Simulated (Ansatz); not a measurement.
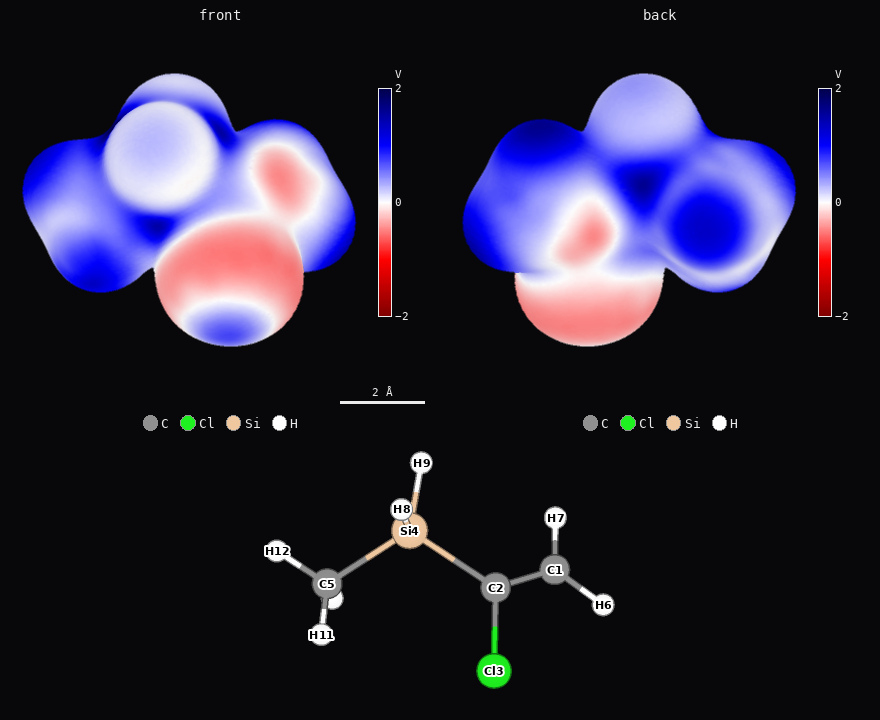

Figure. C$_{3}$H$_{7}$ClSi (SMILES C=C(Cl)[SiH2]C). The molecular electrostatic potential painted on the density surface at 0.004 e/bohr³, seen from the front and from behind; the colour scale runs from red (negative) to blue (positive). The bare structure is drawn below in the same view.

Geometry: PBE0-D4/def2-TZVP.

Level of theory: RKS PBE0-D4/def2-TZVPP in Ansatz 0.2.0.

```xyz
12

C     1.0386    1.5304    1.3011
C     0.8494    0.3123    0.8122
Cl    2.1951   -0.7920    0.6918
Si   -0.7811   -0.3807    0.2015
C    -0.6449   -0.9111   -1.5807
H     2.0072    1.8822    1.6398
H     0.1982    2.2120    1.3726
H    -1.1452   -1.5379    1.0614
H    -1.7918    0.6980    0.3766
H    -0.3984   -0.0620   -2.2215
H     0.1374   -1.6647   -1.6938
H    -1.5872   -1.3418   -1.9270
```

Question: Which sites attract a positive test charge, and which a negative one?

Answer: A positive charge is drawn to the negative regions and a negative charge to the positive ones. The most negative region (about −0.5 V) lies over Cl3, the most positive (about +1.8 V) over Si4. Cl3 shows a σ-hole: about +0.7 V at the tip opposite its bond, against about −0.4 V on its flanks.
